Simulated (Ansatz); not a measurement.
# SeO2 (SMILES O=[Se]=O): r2SCAN/def2-TZVPP

Aim: the electronic atomisation energy of SeO2 at r2SCAN/def2-TZVPP, from 3 runs. 

Program for the calculation: Ansatz 0.2.0.

22 further runs of the same task are left out: 22 set aside as unsound or not needed.

### Step 1. The molecule

SeO2: 3 atoms, total charge 0, spin state singlet. As SMILES, `O=[Se]=O`. The coordinates come from a PBE0-D4/def2-TZVP relaxation.

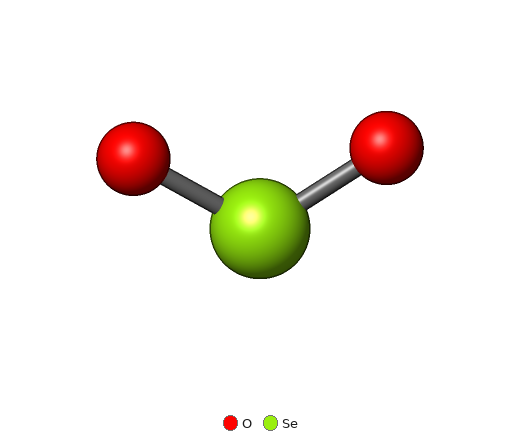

Viewed from a chosen angle; oxygen red, selenium green.

### Step 2. A single-point energy at r2SCAN/def2-TZVPP

Input file job.yaml:

```yaml
crystal:
  periodic: [false, false, false]
  atoms:
    - {symbol: O, position_ang: [0.450000, -1.291360, 0.094840]}
    - {symbol: Se, position_ang: [-0.515880, -0.067700, -0.261270]}
    - {symbol: O, position_ang: [0.065880, 1.359070, 0.166440]}
basis:
  gaussian:
    orbitals: def2-TZVPP
hamiltonian:
  xc: {name: r2SCAN}
accuracy: high
output: {orbitals: {seedname: orbitals}}
```

Command:

```
$ ansatz run job.yaml --threads 1 --pin off --max-ram 3480MiB --events-out events.jsonl --progress --plain --runs-dir runs
```

What it wrote:

```text
Warning: RAYON_NUM_THREADS=1 ignored (pool sized by the plan → 1); use --threads N
Functional definition: r2SCAN
  name "r2SCAN"
  parameter k0 = 0.174
  parameter k1 = 0.065
  parameter a1 = 4.9479
  exchange = r2scan_x(k0 = k0, k1 = k1, a1 = a1)
  correlation = r2scan_c
1653 factors; integrals over basis functions are off by at most 4.3e-9 eV
mean field evaluation 1: about -69428.0384 eV, gradient 8.8e1 eV
mean field evaluation 2: about -69348.2477 eV, gradient 2.1e2 eV
mean field evaluation 4: about -69441.4030 eV, gradient 6.7e0 eV
mean field evaluation 8: about -69441.4927 eV, gradient 2.9e-1 eV
mean field evaluation 16: about -69441.4906 eV, gradient 8.3e-6 eV
mean field -69441.49058213 eV, -2551.9277097603 hartree, gradient 2.5e-8 eV, S^2 0.000000; 0 other end points of the search recorded, 0 dependent functions left out
reference -69441.49058262 eV, -2551.9277097784 hartree; 25, 25 occupied and 85, 85 virtual orbitals, 1653 factors
Total energy: -69441.49058262 eV, -2551.9277097784 hartree
```

Run time: 9.9 s. Hardware: 1 thread of Arm Neoverse V1, shared host; peak memory 0.26 GiB.

### Step 3. The O atom

Input file in.yaml:

```yaml
crystal:
  periodic: [false, false, false]
  atoms:
    - {symbol: O, position_ang: [0.000000, 0.000000, 0.000000]}
basis:
  gaussian:
    orbitals: def2-TZVPP
magnetization:
  spin_polarized: true
  initial_magnetization: 2
hamiltonian:
  xc: r2scan
accuracy: high
```

Command:

```
$ ansatz run in.yaml --threads 1 --pin off --max-ram 3480MiB --events-out events.jsonl --progress --plain --runs-dir runs
```

What it wrote, cut to the lines that bear on the results:

```text
Warning: RAYON_NUM_THREADS=1 ignored (pool sized by the plan → 1); use --threads N
[... 7 set-up lines as earlier in the session ...]
306 factors; integrals over basis functions are off by at most 3.5e-9 eV
mean field evaluation 1: about -2042.2069 eV, gradient 9.5e0 eV
mean field evaluation 2: about -2042.3277 eV, gradient 6.1e0 eV
mean field evaluation 4: about -2042.4466 eV, gradient 4.2e-2 eV
mean field evaluation 8: about -2042.4490 eV, gradient 1.9e-3 eV
mean field evaluation 16: about -2042.4490 eV, gradient 3.3e-8 eV
mean field -2042.44895468 eV, -75.0586146629 hartree, gradient 3.3e-8 eV, S^2 2.004912; 0 other end points of the search recorded, 0 dependent functions left out
reference -2042.44895517 eV, -75.0586146810 hartree; 5, 3 occupied and 26, 28 virtual orbitals, 306 factors
Total energy: -2042.44895517 eV, -75.0586146810 hartree
```

Wall time 1.2 s (1 thread of Arm Neoverse V1, shared host); peak memory 0.099 GiB.

### Step 4. The Se atom

Input file run.yaml:

```yaml
crystal:
  periodic: [false, false, false]
  atoms:
    - {symbol: Se, position_ang: [0.000000, 0.000000, 0.000000]}
basis:
  gaussian:
    orbitals: def2-TZVPP
hamiltonian:
  xc: {name: r2SCAN}
accuracy: high
magnetization:
  spin_polarized: true
  initial_magnetization: 2
```

Run the same way, it converges to -2401.47526 Eh (log not shown).

### Step 5. Results

Level: r2SCAN/def2-TZVPP.

| quantity | value |
| --- | --- |
| molecule: total energy | -2551.92771 Eh |
| molecule: HOMO energy | -7.93 eV |
| molecule: LUMO energy | -4.87 eV |
| molecule: HOMO–LUMO gap | 3.06 eV |
| O atom: total energy | -75.05861 Eh |
| O atom: ⟨S²⟩ | 2.005 |
| Se atom: total energy | -2401.47526 Eh |
| Se atom: ⟨S²⟩ | 2.005 |
| electronic atomisation energy | 9.122 eV |

What this shows: Taking the molecule apart into free atoms costs 9.12 eV (880 kJ/mol), before zero-point energy and without spin-orbit coupling.
